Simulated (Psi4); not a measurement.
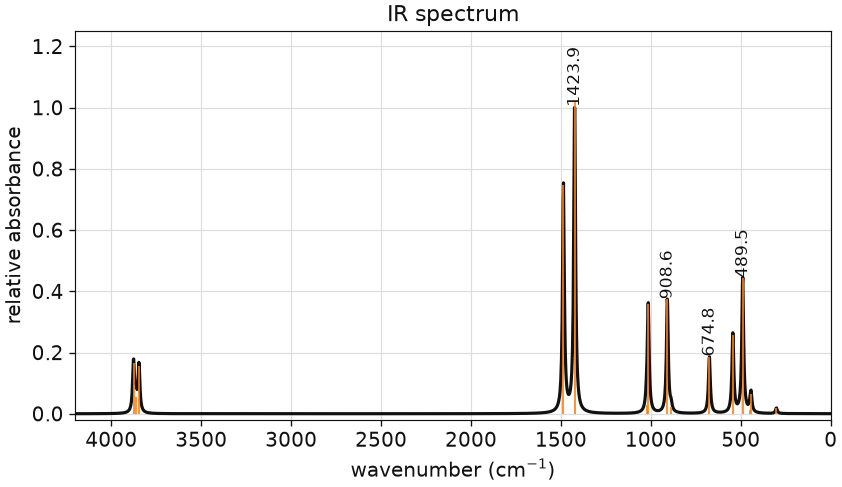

Unscaled harmonic wavenumbers and double-harmonic intensities, CAM-B3LYP/6-31+G(d) with Psi4 1.11, at a geometry relaxed at this level, isolated molecule. Modes within 2 cm⁻¹ of each other count as one line, with their intensities summed. Lorentzian lines of 12 cm⁻¹ full width. Close modes add up in the curve.

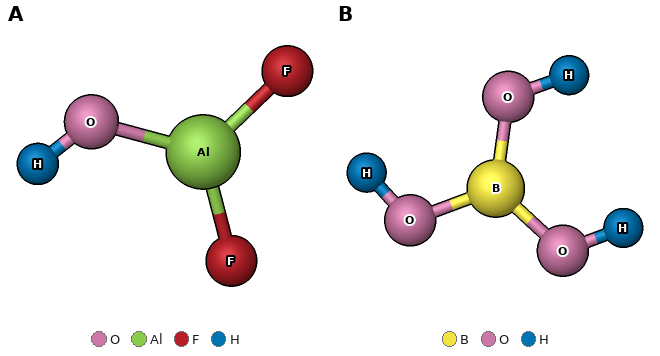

Which molecule gives this infrared spectrum? Choose among the lettered structures.

Structure B, BH₃O₃ (B(OH)3), SMILES OB(O)O. It has its most intense lines at 1423.9, 1486.2 and 489.5 cm⁻¹.

Known limits of this run: double-zeta basis.
